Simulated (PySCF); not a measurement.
Vertical excitations of a molecule C5H4F2 from PySCF with TDA-B3LYP/def2-SVPD, as energy in eV (oscillator strength): 4.40 (0.064), 5.80 (0.000), 6.52 (0.011), 6.57 (0.000), 7.08 (0.000), 7.21 (0.033), 7.28 (0.000), 7.67 (0.000), 7.91 (0.034), 7.93 (0.001). Lowest triplet (TDA): 2.38 eV. Geometry: PBE-D3(BJ)/def2-SVP. The values are those of a single conformer.

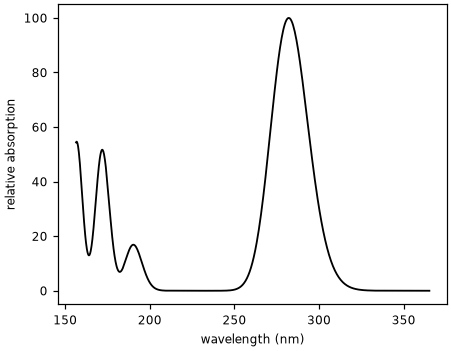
Figure. The lines broadened by 0.4 eV.

**Question.** Identify the compound among the candidates.
A) C#CCC=C(F)F
B) C#C[C@@H]1CC1(F)F
C) C#C[C@@H](F)/C=C\F
D) FC1(F)C=CC=C1

**Answer.** D, FC1(F)C=CC=C1
